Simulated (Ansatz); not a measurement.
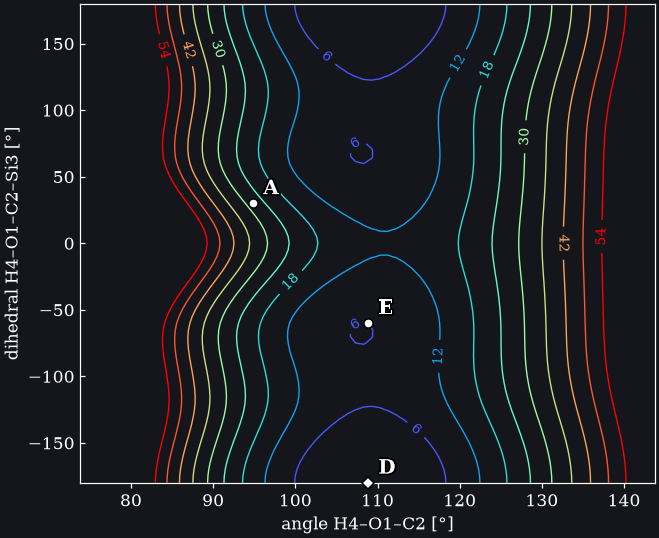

CH₆OSi, SMILES OC[SiH3]. Coordinates scanned: (1) angle H4–O1–C2; (2) dihedral H4–O1–C2–Si3. Nothing is relaxed (all other coordinates rigid). The scan uses an 11 × 12 grid. Points are written as (first, second). Energies: kJ/mol, counted from the relaxed molecule at the same level. Level of theory: RKS PBE0-D4/def2-TZVP in Ansatz 0.2.0.

Drawn: contour lines labelled in kJ/mol (none above 54), lettered points. Between grid points the surface is interpolated.

> What kind of point is each of A, D, E: minimum, saddle, maximum or slope?

A: on a slope; D: minimum; E: minimum. (In these two coordinates alone; a stationary point may lie a little off the grid point.)

> Rank the lettered points by energy, lowest first.

D (0 kJ/mol), E (6 kJ/mol), A (28 kJ/mol).
